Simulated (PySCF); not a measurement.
| atom | x (Å) | y (Å) | z (Å) |
| --- | --- | --- | --- |
| Si | -1.2398 | -0.1337 | 1.6561 |
| H | -2.1295 | -0.2277 | 2.8551 |
| Si | -1.3257 | 1.5857 | 0.0012 |
| H | -2.2872 | 2.7323 | -0.0012 |
| Si | -1.1464 | -0.0630 | -1.7187 |
| H | -1.9704 | -0.0999 | -2.9668 |
| Si | -1.0603 | -1.7828 | -0.0631 |
| H | -1.8228 | -3.0689 | -0.1151 |
| Si | 1.3210 | -1.5928 | 0.0069 |
| H | 2.2890 | -2.7333 | 0.0096 |
| Si | 1.1400 | 0.0549 | 1.7274 |
| H | 1.9658 | 0.1044 | 2.9738 |
| Si | 1.0558 | 1.7746 | 0.0724 |
| H | 1.8117 | 3.0646 | 0.1199 |
| Si | 1.2341 | 0.1271 | -1.6485 |
| H | 2.1303 | 0.2245 | -2.8424 |

Geometry: PBE0-D3(BJ)/def2-SVP.

The calculation used PBE0/pcSseg-1, SCF density, gas phase, non-relativistic in PySCF 2.14.0.

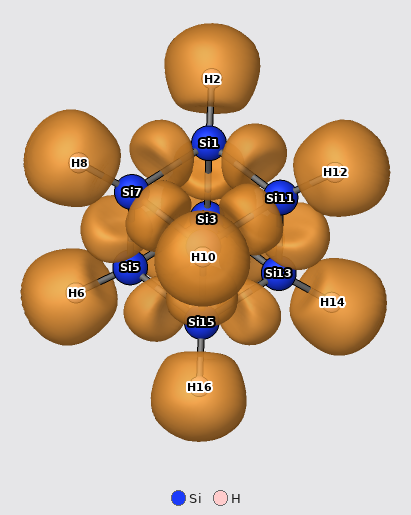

H8Si8 (Si8H8 cubane). Isosurface of the electron localisation function at 0.75 (orange), seen across its widest extent. Only the valence region is drawn (cores and ρ < 0.01 e/Å³ removed).

Describe the localisation domains.

Answer. The ELF exceeds this value in twelve regions between bonded Si–Si atoms (shared pairs) and eight regions around hydrogen nuclei.

Values along the shortest contacts:
Si–Si (2.39 Å): the ELF peaks at about 0.95 between the atoms (a covalent bond). Si–H (1.50 Å): the ELF climbs to about 1 towards the hydrogen, as it does in any bond to H.
